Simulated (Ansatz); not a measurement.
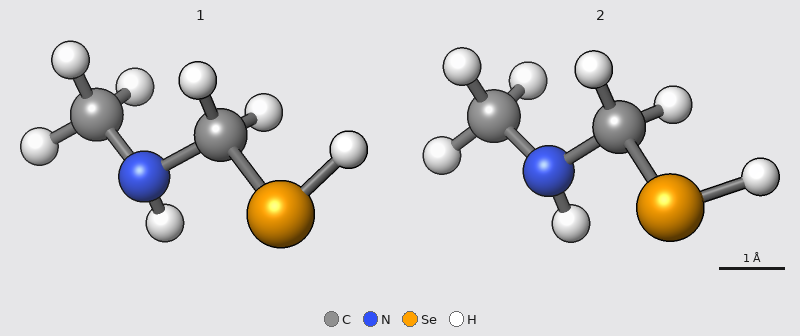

Two geometries of C$_{2}$H$_{7}$NSe (coarse preliminary run), drawn at one scale. One is the start of a relaxation, the other its converged end. The picture is a ball-and-stick view, seen from a free direction.

The calculation used Ansatz, RKS PBE-D4/def2-SVP. Settings: force threshold 0.03 eV/Å; at most 200 steps.

**Which one is relaxed?**

Structure 2 is the relaxed one. The start comes from a force field. After 6 accepted moves (7 points after the start) the energy has fallen by 6.65 kcal/mol. Largest force component: 2 eV/Å at the start, 0.02 eV/Å at the end. The line search rejected the trial step at point 4 of the run. The atom that moves furthest after the best rigid fit is an H atom (0.54 Å). Largest moves by element: H 0.54 Å, Se 0.28 Å, C 0.15 Å, N 0.11 Å. Some distances before and after: C–H 1.063 → 1.120 Å, C–N 1.415 → 1.453 Å, C–Se 1.960 → 1.991 Å, C–H 1.138 → 1.109 Å. Among the angles between lasting bonds that change: C–N–C 108.8° → 114.7°, H–C–H 102.3° → 107.7°, N–C–H 114.9° → 109.8°. Groups turn about C–Se by about 35°.
